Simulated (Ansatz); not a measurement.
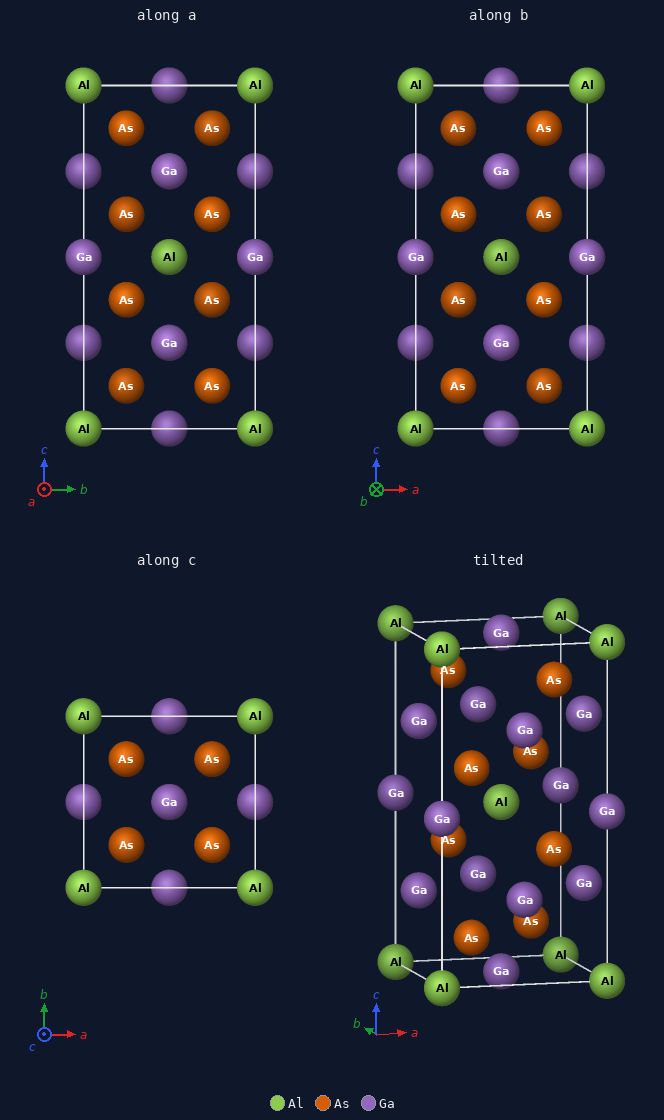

Figure: spheres-only view along the a axis, along the b axis, along the c axis and slightly off an axis. Atoms at the boundary of the conventional unit cell (the box) are drawn once for each face, edge or corner they touch.

Lattice parameters: a = 5.741 Å, b = 5.741 Å, c = 11.483 Å, α = 90.00°, β = 90.00°, γ = 90.00°. Put a along x and b in the xy plane.

Question: Give the structure in the form of a POSCAR file.

Answer:
```
Al As Ga
1.0
     5.741    0.000    0.000
     0.000    5.741    0.000
     0.000    0.000   11.483
Al As Ga
2 8 6
Direct
  0.0000 0.0000 0.0000
  0.5000 0.5000 0.5000
  0.2494 0.2494 0.1246
  0.2506 0.7494 0.3754
  0.7506 0.7506 0.1246
  0.7494 0.2506 0.3754
  0.7494 0.7494 0.6246
  0.7506 0.2494 0.8754
  0.2506 0.2506 0.6246
  0.2494 0.7506 0.8754
  0.0000 0.5000 0.2500
  0.5000 0.5000 0.0000
  0.5000 0.0000 0.2500
  0.5000 0.0000 0.7500
  0.0000 0.0000 0.5000
  0.0000 0.5000 0.7500
```

Its origin is a structure type filled with these elements by a generator (whether the compound takes this form wasn't checked). This is the structure after a relaxation with Ansatz 0.2.0, DFT, PBE, plane waves, PAW.
